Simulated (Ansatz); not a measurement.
# Zn2Si3Ni, from a guessed structure to a relaxed one, part 2 of 2

This structure for Zn2Si3Ni is made up. Its elements were placed in a known structure type with a cell scaled to their sizes. What cell does the guess relax to, and how far off was it?

Ansatz 0.2.0; DFT, PBE, plane-wave PAW, files of the set soft_1, scalar-relativistic, ferromagnetic start, cell and ions relaxed at zero pressure; PAW set soft_1 (the session's first sound run).

So far: Set-up; Relaxation of the guess. The relaxed cell has a = 4.088, c = 6.099 Å (conventional setting).

### Step 3. Bands of the relaxed cell

A second self-consistent run takes a narrower smearing and the mesh shown in its input; the bands follow along the standard path of the relaxed lattice.

This step: DFT, PBE, plane-wave PAW, files of the set soft_1, scalar-relativistic, no spin, bands and density of states at the relaxed cell; PAW set soft_1 (Ansatz 0.2.0).

input.yaml reads:

```yaml
crystal:
  lattice:
    - [4.0876413107, 0.0, 0.0]
    - [-2.0438206553, 3.5400012166, 0.0]
    - [0.0, 0.0, 6.0989847015]
  atoms:
    - { symbol: Zn, position: [0.3333333333, 0.6666666667, 0.7818060405] }
    - { symbol: Zn, position: [0.3333333333, 0.6666666667, 0.2181939595] }
    - { symbol: Ni, position: [0.6666666667, 0.3333333333, 0.0] }
    - { symbol: Si, position: [0.0, 0.0, 0.5] }
    - { symbol: Si, position: [0.0, 0.0, 0.0] }
    - { symbol: Si, position: [0.6666666667, 0.3333333333, 0.5] }
kpoints:
  mp_grid: { grid: [10, 10, 6] }
  band_path:
    path:
      - [[0.0, 0.0, 0.0], [0.5, 0.0, 0.0], [0.33333333, 0.33333333, 0.0], [0.0, 0.0, 0.0], [0.0, 0.0, 0.5], [0.5, 0.0, 0.5], [0.33333333, 0.33333333, 0.5], [0.0, 0.0, 0.5]]
      - [[0.5, 0.0, 0.5], [0.5, 0.0, 0.0]]
      - [[0.33333333, 0.33333333, 0.0], [0.33333333, 0.33333333, 0.5]]
    npoints: 8
scf:
  occupations: { method: fermi_dirac, width: 0.03 }
  n_extra_bands: 10
hamiltonian:
  xc: pbe
  pseudopotentials: { kind: paw, azcp: { folder: soft_1 } }
output:
  forces: true
  stress: true
  write_bands: true
  dos: { projected: true }
  write_density: true
  write_potential: true
  elf: true
  volumetric_format: npy
```

Launch:

```sh
> ansatz run input.yaml --threads 4 --pin off --max-ram 10240MiB --backend cpu --events-out ev --progress --plain --runs-dir out
```

Numbers of over 12 decimals in the logs are rounded to 6 here.

The program printed:

```text
[...]
Crystal: 6 atoms, lattice volume = 88.254 Å³
Basis set: ecut = 420 eV, 1725 PW (Γ), exchange–correlation on 60×60×90 points (8 copies of the dense FFT grid, shifted against one another)
Bands: 37, of which v1, the nominal top of the filled ones, is band 27 counted from 1 (26 counted from 0)
Symmetry: 12 space group operations
[...]
k-points: 56 of 600 (time reversal used)
[...]
SCF iter   1: F=—  HF=-14385.304627 eV  |F-HF|=—  |Δ(HF+E_count)|=         —  Δρ=9.05e-2  dr2=8.65e0  ethr=3.10e-3  ⟨swp⟩=6.8  Hψ=9968  notcnv=0  defer=6
[...]
SCF iter  10: F=-14383.965692 eV  HF=-14383.965692 eV  |F-HF|=2.77e-8  |Δ(HF+E_count)|=   4.20e-7  Δρ=7.15e-6  dr2=5.19e-8  ethr=1.85e-10  ⟨swp⟩=13.9  Hψ=16524  notcnv=0
SCF 1 converged in 10 iterations: F = -14383.965692 eV  dr2 = 5.19e-8
[...]
NSCF: frozen V_eff on 75 k-points
SCF converged after 10 iterations
Free energy (F): -14383.965692 eV
[...]
Internal energy: -14383.961080 eV  (E = F + TS)
E sigma→0 (E₀):  -14383.963386 eV
Entropy (-TS):   -0.004611 eV (-0.769 meV/atom)
Fermi energy:    11.045874 eV
[...]
--- Forces (eV/Å), atoms counted from 1 ---
  atom   1  Zn     0.00000000     0.00000000     0.06770530
  atom   2  Zn     0.00000000     0.00000000    -0.06770530
  atom   3  Ni     0.00000000     0.00000000     0.00000000
  atom   4  Si    -0.00000000    -0.00000000     0.00000000
  atom   5  Si     0.00000000     0.00000000     0.00000000
  atom   6  Si     0.00000000     0.00000000     0.00000000
  max |Σ_I F_I| component: 3.19e-16 eV/Å
--- Stress (GPa, compression-positive) ---
        0.091419      -0.000000      -0.000000
       -0.000000       0.091419      -0.000000
       -0.000000      -0.000000      -0.211511
  P = ⅓ Tr σ = -0.0096 GPa (-0.096 kbar)
--- Band table (eV; the first three rows and the last of 56) ---
  k-point 0: bands = [... 23 lower, 9.2757, 10.3770, 11.3666, 11.3666, 12.4614, 12.6650, 13.1132, 13.1132, ... 6 higher]
  k-point 1: bands = [... 23 lower, 9.3228, 10.2447, 11.4255, 11.4255, 11.7574, 12.8652, 13.0314, 13.0314, ... 6 higher]
  k-point 2: bands = [... 23 lower, 9.3905, 10.0123, 10.9275, 11.5850, 11.5850, 12.2607, 12.8847, 12.8847, ... 6 higher]
  k-point 55: bands = [... 23 lower, 9.0891, 9.1067, 11.1275, 11.5429, 12.3740, 12.5489, 12.9670, 13.2015, ... 6 higher]
```

It took 8.4 s on 4 threads of AMD EPYC 7B13 (Zen 3), shared host; peak memory 0.56 GiB; 30 s of CPU time.

The column dr2 measures how far the density is from self-consistency, as an energy; F and HF (Harris–Foulkes) agree once it is small.

Numbers from this step:

```yaml
free_energy: -14383.9657 eV
energy_at_zero_smearing: -14383.9634 eV
smearing_term_ts: 0.004611 eV
fermi_energy: 11.05 eV
pressure: -0.009558 GPa
```

From bands.tsv, the bands that come nearest the Fermi level along the path, at its corners, in eV from the Fermi level:

| point | band 24 | band 25 | band 26 | band 27 | band 28 | band 29 | band 30 | band 31 |
| --- | --- | --- | --- | --- | --- | --- | --- | --- |
| Γ | -1.77 | -0.67 | 0.32 | 0.32 | 1.42 | 1.62 | 2.07 | 2.07 |
| M | -2.08 | -1.89 | -1.38 | -0.98 | -0.66 | 1.94 | 2.30 | 2.88 |
| K | -2.22 | -1.59 | -1.51 | -1.02 | -0.39 | 2.50 | 3.44 | 3.61 |
| Γ | -1.77 | -0.67 | 0.32 | 0.32 | 1.42 | 1.62 | 2.07 | 2.07 |
| A | -1.63 | -0.75 | -0.75 | 0.65 | 0.65 | 1.01 | 1.77 | 1.77 |
| L | -2.05 | -1.67 | -1.62 | -0.43 | 0.10 | 0.82 | 1.27 | 1.73 |
| H | -1.98 | -1.97 | 0.20 | 0.65 | 1.55 | 1.56 | 1.65 | 1.92 |
| A | -1.63 | -0.75 | -0.75 | 0.65 | 0.65 | 1.01 | 1.77 | 1.77 |
| L | -2.05 | -1.67 | -1.62 | -0.43 | 0.10 | 0.82 | 1.27 | 1.73 |
| M | -2.08 | -1.89 | -1.38 | -0.98 | -0.66 | 1.94 | 2.30 | 2.88 |
| K | -2.22 | -1.59 | -1.51 | -1.02 | -0.39 | 2.50 | 3.44 | 3.61 |
| H | -1.98 | -1.97 | 0.20 | 0.65 | 1.55 | 1.56 | 1.65 | 1.92 |

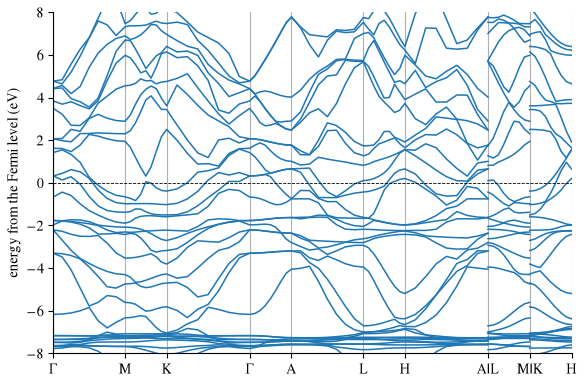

Bands along the path. 6 bands lie wholly below the window drawn.

Counts of states for the cell as run, both spins, by energy window (eV from the Fermi level):

```csv
from,to,total
-8,-7,18.59
-7,-6,2.23
-6,-5,1.85
-5,-4,2.46
-4,-3,2.41
-3,-2,5.05
-2,-1,4.93
-1,0,3.43
0,1,2.13
1,2,2.81
2,3,2.29
3,4,2.58
```

Below -8 eV lie 13.1 more states.

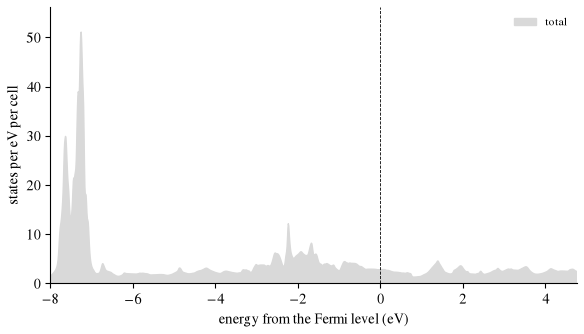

Total density of states, smoothed over about 0.04 eV.

Force by atom:

```
atom  x (eV/Å)  y (eV/Å)  z (eV/Å)    size
 Zn1    0.0000    0.0000    0.0677  0.0677
 Zn2    0.0000    0.0000   -0.0677  0.0677
 Ni3    0.0000    0.0000    0.0000  0.0000
 Si4    0.0000    0.0000    0.0000  0.0000
 Si5    0.0000    0.0000    0.0000  0.0000
 Si6    0.0000    0.0000    0.0000  0.0000
```

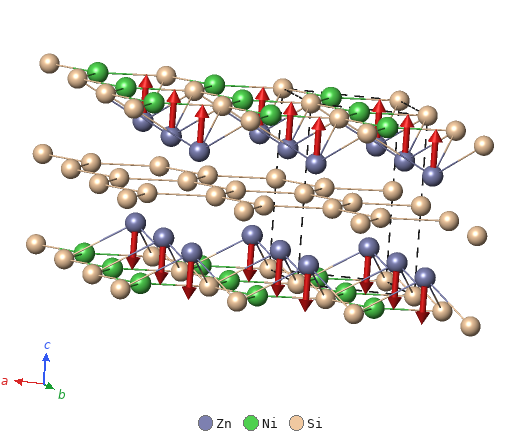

Force as arrows, the longest 0.0677 eV/Å. Bonds to atoms that aren't drawn are left out. 3×3×1 cells are drawn. Some periodic images of atoms are drawn too.

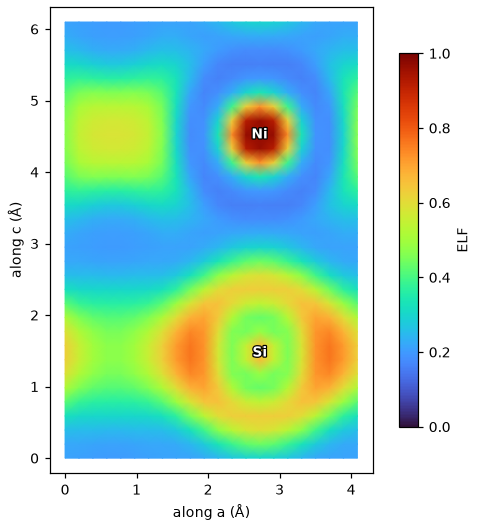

ELF in the ac plane at fractional y = 0.333, with atoms of Ni and Si within 0.2 Å of it. It is the smooth field of the valence electrons, not physical close to the nuclei. The map starts off the cell's origin, so that atoms lie inside it.

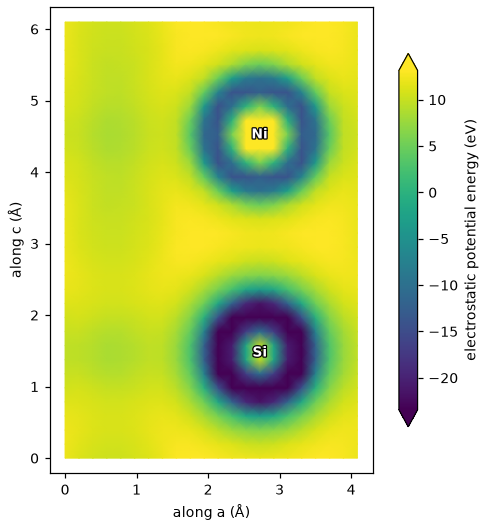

Electrostatic potential energy in the ac plane at fractional y = 0.333, with atoms of Ni and Si within 0.2 Å of it. With pseudopotentials it is smooth inside the atoms' cores, unlike the true potential. The map starts off the cell's origin, so that atoms lie inside it.

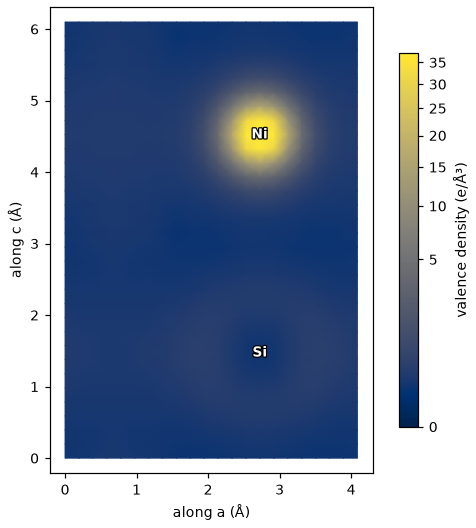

Valence density in the ac plane at fractional y = 0.333, with atoms of Ni and Si within 0.2 Å of it. It is the smooth field of the valence electrons, not physical close to the nuclei. The map starts off the cell's origin, so that atoms lie inside it. The colour scale is stretched toward low values.

### Step 4. Summary of results

```
space group, relaxed : P-6m2
conventional cell    : a = 4.088, b = 4.088, c = 6.099 Å; α = 90.0°, β = 90.0°, γ = 120.0°
volume per atom      : 14.71 Å³ (guess 12.78)
total moment         : 0.00 μB in the cell of 6 atoms
```

**Reading.** Zn2Si3Ni relaxes to P-6m2 with a = 4.088, b = 4.088 and c = 6.099 Å. The guessed volume was 13 % too small. The space group P-6m2 was held in the relaxation, so the end point is a stationary structure within it and may be a saddle against distortions or other arrangements. The moments died out from this one start and weren't seeded again at the relaxed cell. Bands cross the Fermi level, so it is a metal or semimetal at this level. On the 10×10×6 mesh with the narrower smearing (relaxed on 9×9×4) the largest force component is 0.068 eV/Å and the largest stress component is 0.212 GPa, against the relaxation's thresholds of 0.015 eV/Å and 0.05 GPa. The cutoff wasn't tested. A vector of the cell changed its length by 20 %, more than the volume shows. No dispersion term is used, so weakly bound directions may come out too long. Nothing here tests whether the compound is stable against decomposition.

[Logs are printed without paths, hosts, clocks, repeated set-up lines and the standing remarks that a program may print on its own settings, such as how far it seeks lower states.]

[Hosts, paths, dates, database ids (printed as entryN), source tags and the programs' standing remarks are cut or masked in the printed files.]
